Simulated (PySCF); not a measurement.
SMILES C[Si](O)(O)C#C[Si](C)(O)O (C4H10O4Si2) at its GFN2-xTB optimised geometry (Å):

```
20

Si    -0.3689    -0.9132     0.0000
C     -0.9339    -1.8644    -1.5370
O     -0.8044     0.6675     0.0000
O      1.2555    -0.9132     0.0000
C     -1.0548    -1.7325     1.5256
C     -1.5265    -2.2709     2.5005
Si    -2.2127    -3.0888     4.0268
C     -1.6448    -2.1378     5.5628
O     -1.7799    -4.6702     4.0273
O     -3.8371    -3.0861     4.0278
H     -0.6609    -1.3395    -2.4478
H     -2.0109    -2.0057    -1.5429
H     -0.4754    -2.8464    -1.5735
H     -1.7237     0.9132     0.0085
H      1.7237    -0.2116     0.4444
H     -1.9286    -2.6557     6.4743
H     -0.5663    -2.0088     5.5737
H     -2.0922    -1.1504     5.5930
H     -0.8609    -4.9175     4.0185
H     -4.3064    -3.7872     3.5836
```

Calculation: CAM-B3LYP/def2-SVP (PySCF 2.14.0).

Map of the HOMO−1 amplitude (bohr^(-3/2)) on the plane z = 0.6 Å; orbital energy -9.28 eV, overall sign arbitrary:

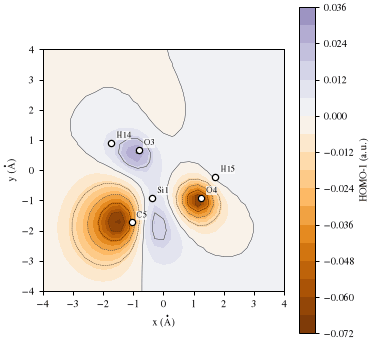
HOMO−1 amplitude (bohr^(-3/2)) on the plane z = 0.6 Å.
